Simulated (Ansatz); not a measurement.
# Calculations on BH$_{5}$O

**1. Relaxation**

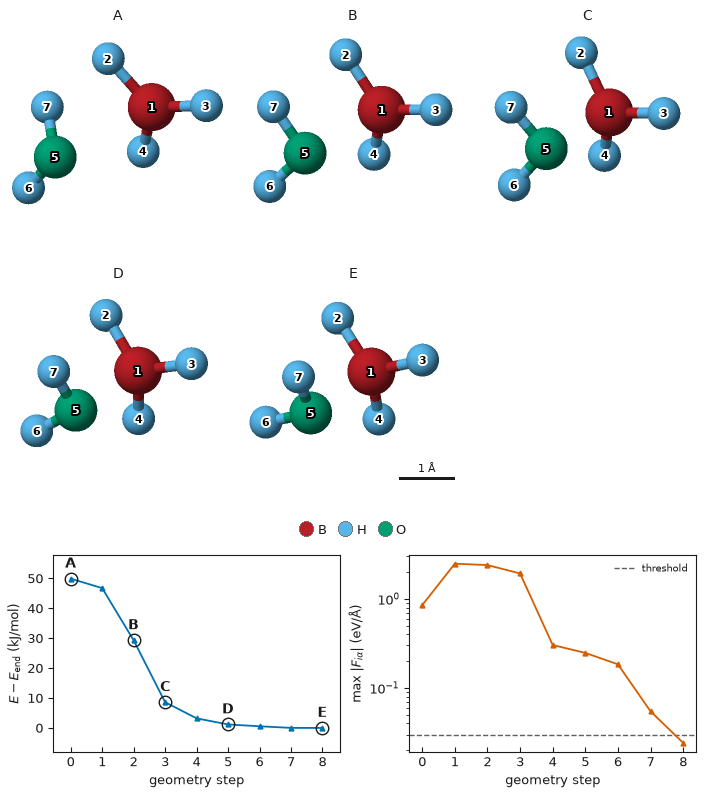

Frames of a relaxation of BH$_{5}$O, marked on the history of the run. The picture is a ball-and-stick view, seen at a tilt.

The run prepares an end point of a later path (reaction) calculation, from a guessed geometry.

The calculation used RKS B3LYP/6-31G* in Ansatz 0.2.0. (no spin polarisation; force threshold 0.03 eV/Å; at most 50 steps)

Describe the path.

Answer. The atom that moves furthest after the best rigid fit is H7 (0.69 Å). Largest moves by element: H 0.69 Å, O 0.58 Å, B 0.33 Å. Near-neighbour distances that change, for instance: B1–O5 2.597 → 1.735 Å, O5–H7 0.989 → 0.972 Å, B1–H2 1.194 → 1.210 Å, B1–H3 1.192 → 1.204 Å. Among the angles between lasting bonds that change: H3–B1–H4 121.0° → 116.5°, H2–B1–H3 119.4° → 115.9°, H6–O5–H7 103.6° → 106.2°. The energy falls by 49.9 kJ/mol in 8 geometry steps. The largest force component goes from 0.85 to 0.024 eV/Å. From step 0 to 2: O5 moves most (0.37 Å), energy −20.6 kJ/mol. From step 2 to 3: H6 moves most (0.20 Å), energy −20.7 kJ/mol. From step 3 to 5: H7 moves most (0.36 Å), energy −7.44 kJ/mol. From step 5 to 8: H atoms move most (0.20 Å), energy −1.17 kJ/mol.

```csv
step,"E − E(0), kJ/mol","largest force component, eV/Å"
0,0.00,0.8508
1,-3.16,2.4858
2,-20.61,2.4001
3,-41.32,1.9308
4,-46.72,0.3036
5,-48.76,0.2477
6,-49.38,0.1841
7,-49.91,0.0546
8,-49.93,0.0242
```

**2. Relaxation**

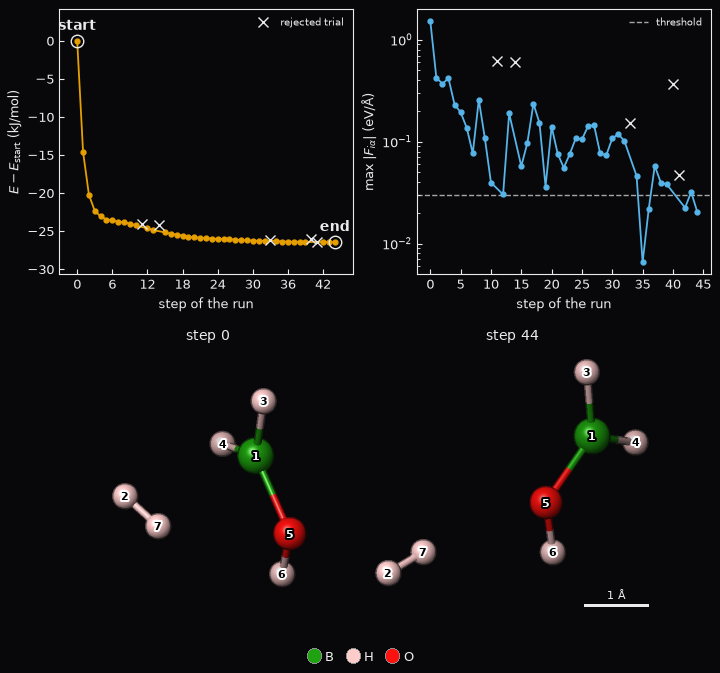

First and last geometry of a relaxation of BH5O, with the history of the run. A ball-and-stick model, seen at a tilt.

The run prepares an end point of a later path (reaction) calculation, from a guessed geometry.

Computed with RKS B3LYP/6-31G* (Ansatz 0.2.0).

Input
```yaml
crystal:
  periodic: [false, false, false]
  atoms:
    - { symbol: B, position_ang: [0.051811, -0.444505, -0.363777] }
    - { symbol: H, position_ang: [-0.043052, 0.117901, 1.968079] }
    - { symbol: H, position_ang: [1.054393, 0.193603, -0.463461] }
    - { symbol: H, position_ang: [-1.031495, 0.021164, -0.581578] }
    - { symbol: O, position_ang: [0.195137, -1.777632, -0.034734] }
    - { symbol: H, position_ang: [-0.658832, -2.234, 0.002224] }
    - { symbol: H, position_ang: [0.066438, -0.564031, 1.822447] }
basis:
  gaussian: { orbitals: "6-31G*" }
hamiltonian:
  xc: b3lyp
relax:
  f_tol: 0.03
  max_steps: 50
```

Command:
```bash
ansatz run input.yaml --threads 1 --pin off --max-ram 2048MiB --backend cpu --events-out ev --progress --plain --runs-dir out
```

Q: What do the curves and the structures tell?

A: It converged. The largest move after the best rigid fit is that of H4, 1.75 Å. By element the largest moves are H 1.75 Å, O 0.93 Å, B 0.71 Å. Among the contacts that change: H2–H7 0.706 → 0.744 Å, B1–O5 1.381 → 1.355 Å. The energy falls by 26.4 kJ/mol in 39 accepted moves (44 points after the start). Largest force component: 1.5 eV/Å at the start, 0.021 eV/Å at the end. The line search rejected the trial steps at points 11, 14, 33, 40, 41 of the run. The forces were under the threshold at step 35, but the run went on from there. Cost: 41 s on 1 thread of Arm Neoverse V1, with other jobs on the host, peak memory 0.1 GiB.

```tsv
step	E − E(0), kJ/mol	largest force component, eV/Å	note
0	0.00	1.5341	
1	-14.55	0.4222	
2	-20.21	0.3713	
3	-22.31	0.4174	
4	-23.04	0.2316	
5	-23.46	0.1946	
6	-23.56	0.1370	
7	-23.75	0.0769	
8	-23.80	0.2572	
9	-23.99	0.1076	
10	-24.22	0.0397	
12	-24.64	0.0303	
14	-24.13	0.6109	rejected
15	-25.15	0.0575	
17	-25.43	0.2359	
19	-25.74	0.0363	
21	-25.85	0.0762	
23	-25.97	0.0759	
24	-26.01	0.1086	
26	-26.05	0.1421	
28	-26.15	0.0767	
30	-26.23	0.1080	
31	-26.26	0.1187	
33	-26.21	0.1536	rejected
35	-26.35	0.0066	
37	-26.38	0.0580	
39	-26.41	0.0380	
40	-26.04	0.3647	rejected
42	-26.41	0.0224	
44	-26.43	0.0205
```

**3. Path**

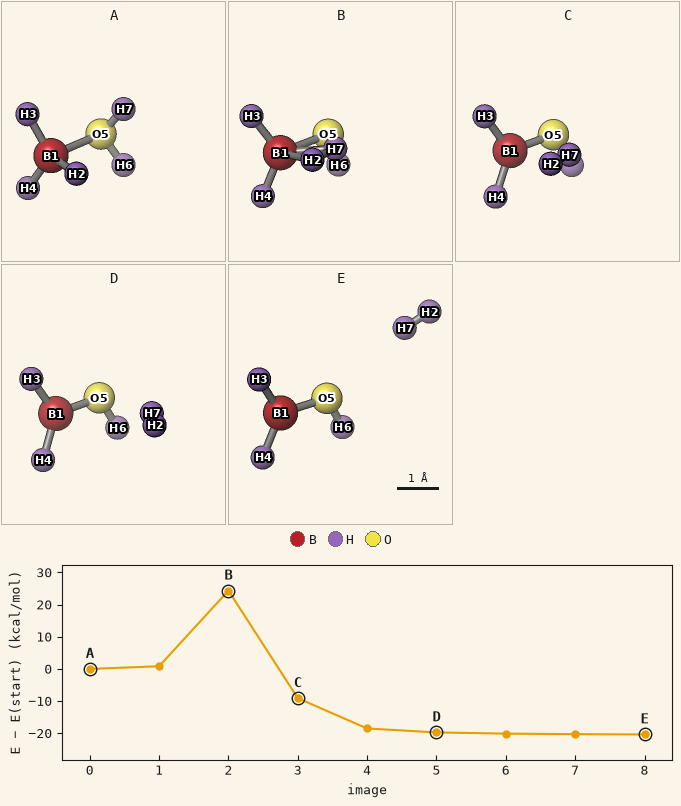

NEB run on BH5O. Images are numbered from 0 (start) to 8 (end). Frames A to E are images 0, 2, 3, 5, 8. The picture is a ball-and-stick view, seen at a tilt.

Computed with RKS B3LYP/6-31G* in Ansatz 0.2.0. Run with 7 movable images; climbing image; force threshold 0.05 eV/Å; iteration limit 60; starting path through a guess of the saddle point.

> Describe the mechanism and the energy profile.

Breaking: B1–H2 (1.21 → 1.34 at the top → 4.56 Å), O5–H7 (0.97 → 1.28 at the top → 2.61 Å). Forming: H2–H7 (2.50 → 1.02 at the top → 0.74 Å). Forward barrier 24.3 kcal/mol, backward barrier 44.7 kcal/mol, with image 2 at the top; the reaction energy is −20.4 kcal/mol. The band converged in 23 iterations, with a climbing image at the top. At the top, the vibrational analysis gives one imaginary mode (1425i cm⁻¹), as a transition state must have.

Cost: 2.2 min on 1 thread of Arm Neoverse V1, on a shared host, peak memory 0.088 GiB.
